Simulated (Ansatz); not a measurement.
**H6Si2···HCl: density, localisation and related maps**

Input

```
crystal:
  periodic: [false, false, false]
  atoms:
    - { symbol: Si, position_ang: [-0.451309, 0.077343, -0.324342] }
    - { symbol: Cl, position_ang: [0.444477, -0.668126, 2.806385] }
    - { symbol: H, position_ang: [0.525855, 1.024832, 0.26692] }
    - { symbol: H, position_ang: [-0.661456, 0.467671, -1.751529] }
    - { symbol: H, position_ang: [0.075185, -1.312868, -0.300608] }
    - { symbol: Si, position_ang: [-2.480878, 0.214565, 0.653315] }
    - { symbol: H, position_ang: [-3.497707, -0.561827, -0.109253] }
    - { symbol: H, position_ang: [-2.50429, -0.340077, 2.049049] }
    - { symbol: H, position_ang: [-2.943818, 1.625961, 0.760625] }
    - { symbol: H, position_ang: [-0.872459, -0.527474, 2.643737] }
basis:
  gaussian: { orbitals: "6-31G*" }
hamiltonian:
  xc: pbe0
  dispersion: d4
relax:
  f_tol: 0.03
  max_steps: 50
output:
  orbitals: {}
```

Run with:

```sh
ansatz run input.yaml --threads 1 --pin off --max-ram 2048MiB --backend cpu --events-out ev --progress --plain --runs-dir out
```

The fields are those of the run's last geometry, not of the input's.

All numbers below come from Ansatz 0.2.0, RKS PBE0-D4/6-31G*.

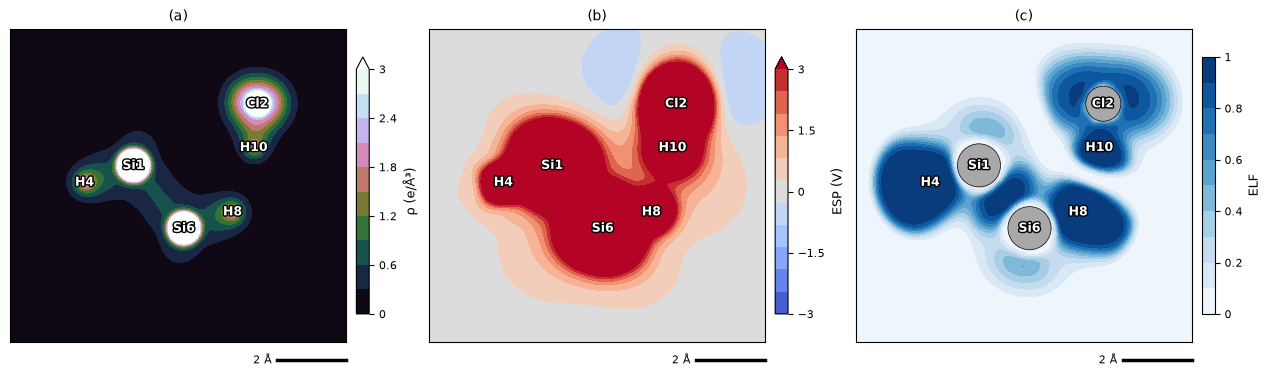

Figure 1. (a) total electron density; (b) electrostatic potential; (c) electron localisation function on the plane of atoms H4, Si1 and Si6. Grey discs cover the atomic cores in the ELF map.

Q: What do the fields say about this system?

A:
- The section cuts through Si, Cl and H sites.
- H8···H10 (1.97 Å): the density falls to about 0.08 e/Å³ on the way; the ELF dips to about 0.05 between them.
- Si–Si (2.34 Å): ρ at the midpoint is about 0.63 e/Å³; the ELF peaks at about 1 between the atoms, as expected for localised, covalent bonding.
- Cl–H (1.29 Å): ρ is about 1.9 e/Å³ halfway; the ELF climbs to about 1 towards the hydrogen, as it does in any bond to H; an ordinary covalent bond to hydrogen.
- Si–H (1.49 Å): the density is about 0.77 e/Å³ at the midpoint; the ELF climbs to about 1 towards the hydrogen.
- The ELF also peaks beside Cl2, away from the bonds: lone-pair regions.
- Outside the dense part of the complex the potential is most negative (−0.7 V) near Cl2.

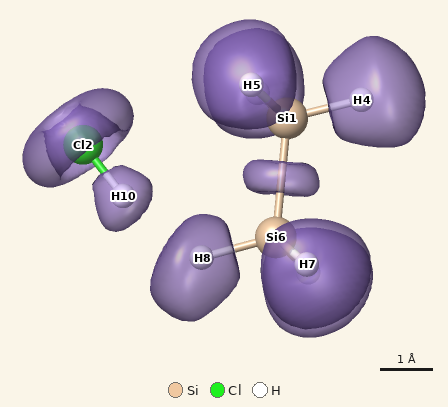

Figure 2. Isosurface of the electron localisation function at 0.85 (purple), seen across its widest extent. Core shells and regions of very low density are left out.

Q: Describe the localisation domains.

A: The surface consists of one region between bonded Si–Si atoms (shared pairs), seven regions around hydrogen nuclei and one ring or bowl of non-bonding electrons around Cl.

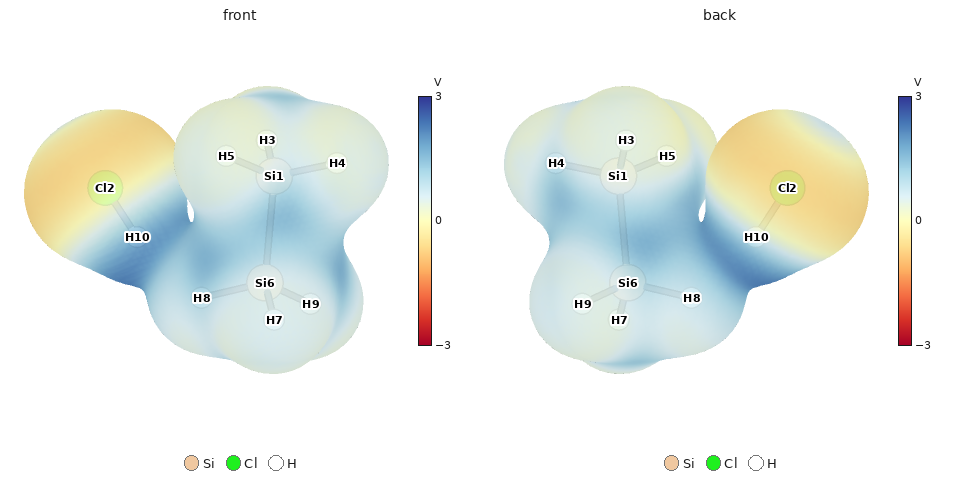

Figure 3. The molecular electrostatic potential painted on the density surface at 0.004 e/bohr³, seen from the front and from behind; red is negative and blue positive.

Q: Which sites attract a positive test charge, and which a negative one?

A: A positive charge is drawn to the negative regions and a negative charge to the positive ones. The most negative region (about −0.7 V) lies over Cl2, the most positive (about +2.2 V) over H10. Cl2 shows a σ-hole: about +0.7 V at the tip opposite its bond, against about −0.6 V on its flanks.
